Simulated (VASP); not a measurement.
Band structure of ZnSe (zinc blende). Calculation: modified Becke-Johnson potential (mBJ) with spin-orbit coupling, VASP's PBE PAW potentials (set 64) (plane waves; VASP).

mBJ is a potential without an energy functional, so only the levels count.

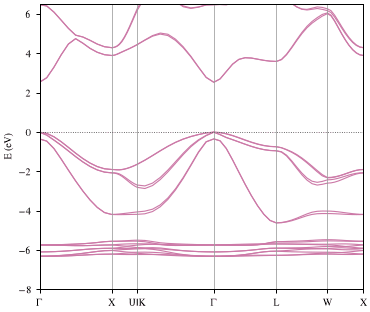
Figure. Bands along high-symmetry lines, zero at the valence-band maximum or, without a gap, the Fermi level

**Question.** Read the plot: is there a gap, and where are the band edges?

**Answer.** The gap is direct, 2.54 eV, from the valence maximum at Γ to the conduction minimum at Γ.

Measured: gap 2.87 eV (computed value off by -0.33 eV), as given by Wei Chen et al., Physical Review Materials (2018), doi:10.1103/physrevmaterials.2.073803 [zero-point renormalisation of 0.05 eV added back (the table's ZPR column)].

The compound is ZnSe in the zinc blende structure. It was relaxed first. The cell's shape comes from a PBE relaxation.
